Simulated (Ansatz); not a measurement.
# Pressure series in hypothetical anti-perovskite Mg3SnO

The parent structure is Mg$_{3}$SnO in the anti-perovskite structure (space group Pm-3m, No. 221; a hypothetical phase, not in the database extracts checked).

```
Mg3SnO
1.0
    4.34695     0.00000     0.00000
    0.00000     4.34695     0.00000
    0.00000     0.00000     4.34695
Mg Sn O
3 1 1
Direct
  0.00000   0.50000   0.50000
  0.50000   0.00000   0.50000
  0.50000   0.50000   0.00000
  0.00000   0.00000   0.00000
  0.50000   0.50000   0.50000
```

Cell and atoms are relaxed at each pressure.

All numbers come from PBEsol (Ansatz, an electronic-structure program, PAW, no spin-orbit coupling).

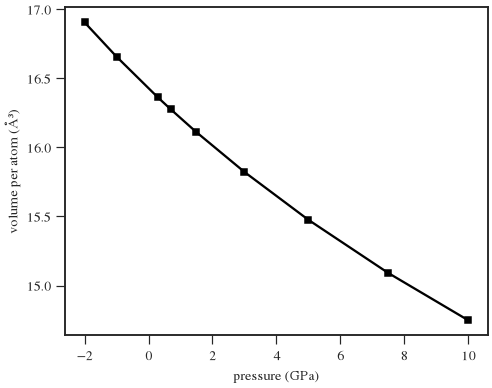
*Volume against pressure*

### Question
Estimate the zero-pressure bulk modulus from the plot.

### Answer
About 74 GPa; a third-order Birch–Murnaghan fit to the points gives V₀ = 16.43 Å³/atom, B₀ = 74 GPa and B₀′ = 4.2.

Load acts through the strain it causes; cell and atoms are relaxed under it. No phonon test of stability was made. Competing high-pressure phases were not computed. All final runs are without spin polarisation.
